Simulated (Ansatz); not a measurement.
# OF₂ (singlet): from Hartree-Fock to the top rungs, cc-pVDZ

Aim: climb from Hartree-Fock through coupled cluster and multireference methods for OF₂ (singlet) at one geometry and basis, and see what each rung misses.

Computed with Ansatz 0.2.0, Gaussian basis. Level: cc-pVDZ, core rule «outside noble gas», up to 3 orbitals frozen.

To be run: UHF; CCSD(T) on RHF; BCCD(T) on RHF; CISD; CCSDT(Q) on RHF; CASSCF and MRCISD+Q, 16 electrons in 10 orbitals; CASSCF and NEVPT2, 16 electrons in 10 orbitals.

15 further runs of the same task are left out: 4 that didn't finish, 11 set aside as unsound or not needed.

### Step 1. What is computed

The geometry is a PBE0/def2-TZVP stationary point (not a proven minimum).

3 atoms, charge 0, spin multiplicity 1.

Atoms are counted from 1 here; the program's logs count them from 0.

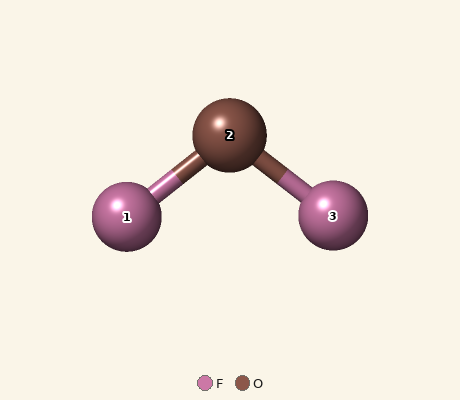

The geometry (fluorine pink, oxygen brown); atoms are numbered from 1 in the order of the file.

Geometry (Å):

```
F     0.0000   -0.2521    1.0873
O     0.0000    0.5988    0.0000
F     0.0000   -0.2521   -1.0873
```

### Step 2. UHF

Contents of in.yaml:

```yaml
crystal:
  periodic: [false, false, false]
  atoms:
    - {symbol: F, position_ang: [0.000000, -0.252138, 1.087310]}
    - {symbol: O, position_ang: [0.000000, 0.598800, 0.000000]}
    - {symbol: F, position_ang: [0.000000, -0.252138, -1.087310]}
basis:
  gaussian: {orbitals: cc-pVDZ}
magnetization: {spin_polarized: true, initial_magnetization: 0}
hamiltonian: {xc: hf}
output: {orbitals: {seedname: orbitals}}
```

Command:

```sh
$ ansatz run in.yaml --threads 1 --pin off --events-out ev --progress --plain --max-ram 2393MiB
```

Further steps of the session: CCSD(T) on RHF; BCCD(T) on RHF; CISD; CCSDT(Q) on RHF; CASSCF and MRCISD+Q, 16 electrons in 10 orbitals; CASSCF and NEVPT2, 16 electrons in 10 orbitals.

Before running them: what should the planned runs give, taken together? Wanted: RCCSDT(Q) below the RHF energy; RMP2 from RCCSDT(Q); RCCSD from RCCSDT(Q); RCCSD(T) from RCCSDT(Q); NEVPT2 valence from RCCSDT(Q); MRCISD+Q valence from RCCSDT(Q); T1 diagnostic; effectively unpaired electrons.

As calculated:

| quantity | value |
| --- | --- |
| RCCSDT(Q) below the RHF energy | -16.4761 eV |
| RMP2 from RCCSDT(Q) | +18.12 kcal/mol |
| RCCSD from RCCSDT(Q) | +11.35 kcal/mol |
| RCCSD(T) from RCCSDT(Q) | +1.88 kcal/mol |
| NEVPT2 valence from RCCSDT(Q) | +31.88 kcal/mol |
| MRCISD+Q valence from RCCSDT(Q) | +4.13 kcal/mol |
| levels within 1 kcal/mol (43 meV) | none |
| T1 diagnostic | 0.014 |
| effectively unpaired electrons | 0.11 |

What this shows: RCCSD(T) lands +1.88 kcal/mol from the yardstick (0.5 % of the correlation energy). One determinant dominates. Of the multireference levels listed MRCISD+Q valence comes nearest in total energy (+4.13 kcal/mol), which doesn't show that its space is the better one. These misses are within one basis, not against nature.
